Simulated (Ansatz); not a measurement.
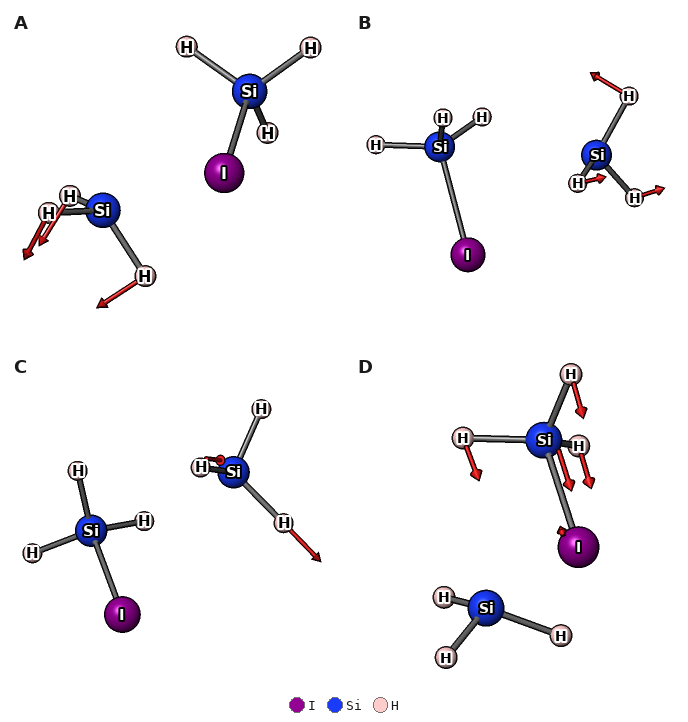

4 normal modes of one molecule or complex, as arrows. The species is neutral and a spin doublet. Harmonic vibrations computed with UKS PBE0-D4/def2-TZVP, core potentials on I (Ansatz 0.2.0) at a stationary point of the same level.

**Match the panels to the wavenumbers 152 cm⁻¹, 361 cm⁻¹, 754 cm⁻¹, 2247 cm⁻¹.**

A: 754 cm⁻¹, H–Si–H bending
B: 152 cm⁻¹
C: 2247 cm⁻¹, out-of-phase stretching of 2 Si–H bonds
D: 361 cm⁻¹, I–Si stretching
